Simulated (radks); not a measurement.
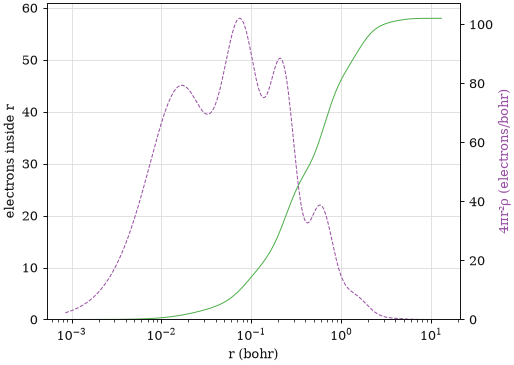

The praseodymium ion Pr⁺ in the configuration [Xe] 4f3 6s1 (4f5/2: 3). The calculation used the in-house radial solver radks at this level: Dirac Kohn-Sham, PBE, spin-unpolarised, spherical densities, finite nucleus.

The plot shows the number of electrons inside radius r (solid) and the radial density 4πr²ρ (dashed).

Read the plot.

Answer. The count levels off at 58 electrons. Half of them lie within 0.421 bohr, 90 % within 1.61 bohr and 99 % within 3.90 bohr. The radial density has minima at 0.0327, 0.138 and 0.423 bohr, where the count stands at 2.0, 11.2 and 29.1; these part the shells that the density resolves.
